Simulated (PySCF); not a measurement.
SnBr (doublet)

```xyz
2

Sn    0.0000    0.0000   -1.0098
Br    0.0000    0.0000    1.5342
```

Core potentials replace the inner electrons of Sn.

All numbers below come from PBE0/cc-pVDZ(-PP), non-relativistic Hamiltonian with scalar-relativistic core potentials where named, at a bond length of 2.544 Å in PySCF 2.14.0.

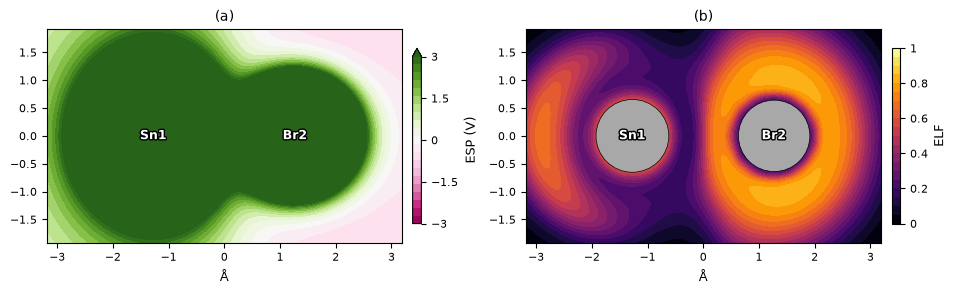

Figure 1. (a) electrostatic potential; (b) ELF on a plane that holds the molecular axis. Grey discs cover the atomic cores in the ELF map.

What does the map show?

Answer. The plane passes through Sn and Br nuclei. Sn–Br (2.54 Å): the ELF peaks at about 0.75 in the valence shell of Br, 1.0 Å from its nucleus, and drops to about 0.15 between the two atoms. The ELF also peaks beside Br2, away from the bonds: non-bonding electrons, paired or unpaired. Outside the dense part of the molecule the potential is most negative (−0.6 V) near Br2.

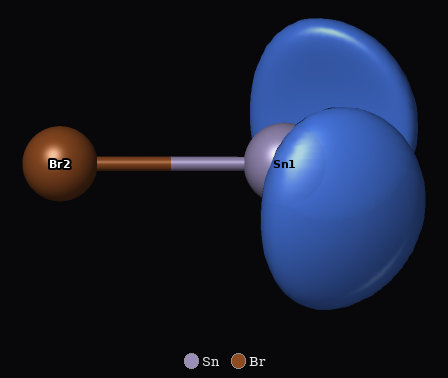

Figure 2. Isosurface of the electron localisation function at 0.9 (blue), seen from one side. Core shells and regions of very low density are left out.

Where are the electrons localised?

Answer. The ELF exceeds this value in two lobes on Sn, pointing away from the bonds (non-bonding electrons).

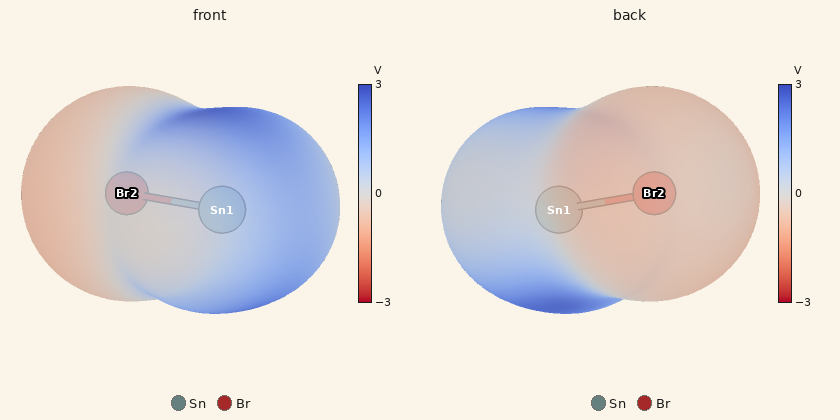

Figure 3. The molecular electrostatic potential painted on the density surface at 0.002 e/bohr³, seen from the front and from behind; red is negative and blue positive.

Which sites attract a positive test charge, and which a negative one?

Answer. A positive charge is drawn to the negative regions and a negative charge to the positive ones. The most negative region (about −0.8 V, or −18 kcal/mol for a unit charge) lies over Br2, the most positive (about +2.6 V, or +60 kcal/mol for a unit charge) over Sn1.
